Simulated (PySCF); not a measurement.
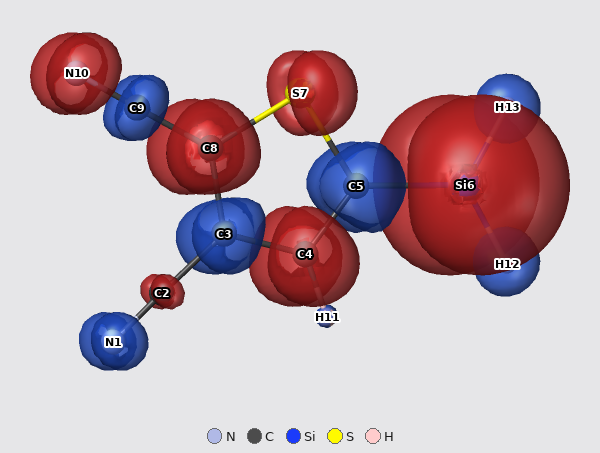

*C$_{6}$H$_{3}$N$_{2}$SSi, doublet, SMILES `N#Cc1cc([SiH2])sc1C#N`. Spin density ρα − ρβ at ±0.01 e/Å³ (red: excess α, blue: excess β).*

Computed with PySCF, PBE0/6-311G**, geometry: GFN2-xTB. No frequency check shows the geometry to be a minimum. The stability of the open-shell solution wasn't checked. GFN2-xTB bond lengths at metals and heavier atoms can be off by up to 0.1 Å and shapes distorted, which carries into these values. GFN2-xTB doesn't know the spin state, so this open-shell geometry is rough.

### How is the spin shared among the atoms?

Hirshfeld spin populations: Si6 +0.68, C8 +0.11, C4 +0.11, N10 +0.07 and S7 +0.06. Spin polarisation leaves negative spin on C5 (−0.04), C3 (−0.03) and N1 (−0.03). ⟨S²⟩ = 0.78, against 0.75 for a pure state. The picture also shows regions of β spin from spin polarisation; the Hirshfeld sums, whose atoms overlap, net them against the α spin of neighbours.

Run time: 2.9 min on 1 thread of Intel(R) Xeon(R) Processor @ 2.50GHz (Skylake/Cascade Lake) (shared host), peak memory 0.91 GiB.
